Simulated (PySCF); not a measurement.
System: C₆H₈OSi.

Input

```
{"job": {"kind": "nmr", "xc": "PBE0", "basis": "pcSseg-1", "pop": false}, "charge": 0, "multiplicity": 1}
Si     2.952600    -0.073300    -0.001600
O      1.509400    -0.797900    -0.182500
C      0.229900    -0.382300    -0.090300
C     -0.778800    -1.317900    -0.305500
C     -2.104600    -0.937800    -0.221500
C     -2.439600     0.373000     0.074800
C     -1.437500     1.303900     0.287500
C     -0.107900     0.932100     0.207300
H      3.125800     1.009400    -0.973000
H      3.813000    -1.215800    -0.259000
H      3.100700     0.474100     1.349200
H     -0.503500    -2.335500    -0.536600
H     -2.880600    -1.670000    -0.388500
H     -3.476200     0.666700     0.139700
H     -1.690400     2.328700     0.516600
H      0.680200     1.651500     0.372000
```

Launched as:

```sh
OMP_NUM_THREADS=1 python probes_run.py task.json out
```

Geometry: GFN2-xTB, NEB image 0 of 0 to 8.

All numbers below come from PySCF, PBE0/pcSseg-1, SCF density, gas phase, non-relativistic.

### What can the converged electron density and electron localisation function tell about the bonding?

C–O (1.35 Å): the density is about 2.3 e/Å³ at the midpoint, with its minimum of 2 e/Å³ about 0.5 Å from C; the ELF peaks at about 0.90 between the atoms: a polar covalent bond.
C–C (1.38 Å): the density is about 2.1 e/Å³ at the midpoint; the ELF peaks at about 0.95 between the atoms (a covalent bond).
Si–O (1.62 Å): the density is about 1.1 e/Å³ at the midpoint; the ELF peaks at about 0.85 between the atoms: a short, strongly polar bond.
C–H (1.08 Å): the density is about 2.1 e/Å³ at the midpoint; the ELF climbs to about 1 towards the hydrogen, as it does in any bond to H: a covalent bond by its length.

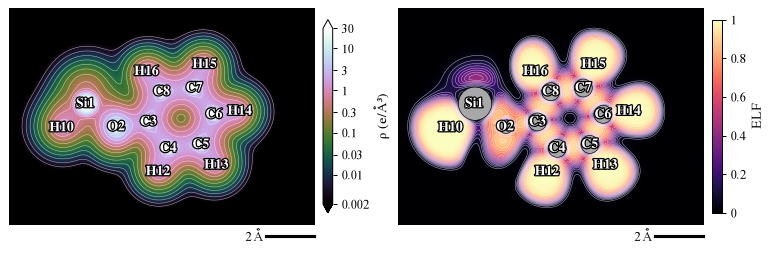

Computed electron density and electron localisation function on the plane of atoms C5, C6 and H14, in this order. Grey discs cover the atomic cores in the ELF map. 
